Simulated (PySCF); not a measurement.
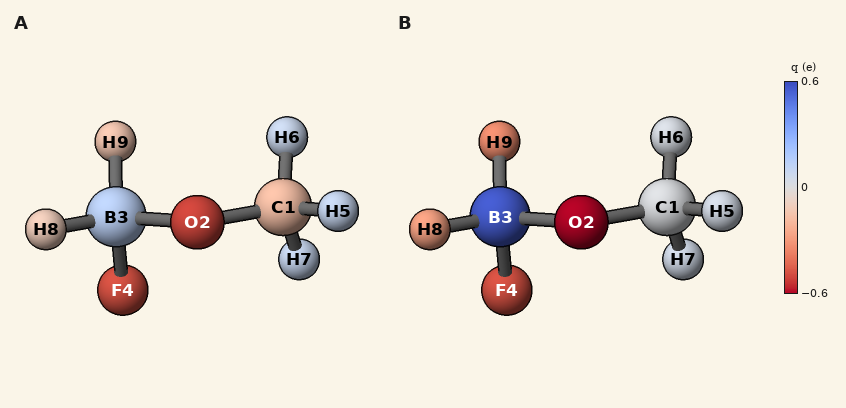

Atomic charges of one calculation by 2 schemes, on one colour scale. State: charge −1, singlet. Computed geometry: GFN2-xTB optimisation. No frequency run is at hand to confirm it as a minimum. Level of theory: PBE0/pcSseg-1 (PySCF 2.14.0).

> The schemes are IAO, Mulliken. Which panel shows which?

A IAO, B Mulliken.

List the charges (e), one line for each set of equivalent atoms.

```
atom    IAO  Mulliken
  C1  −0.17      0.01
  O2  −0.50     −0.60
  B3   0.13      0.56
  F4  −0.48     −0.48
  H5   0.09      0.04
  H6   0.08      0.03
  H7   0.09      0.05
  H8  −0.11     −0.27
  H9  −0.14     −0.33
```

The geometry is semi-empirical. Around B such bond lengths and angles can be off by a tenth of an ångström or more and by several degrees, and values that hang on the shape move with them.
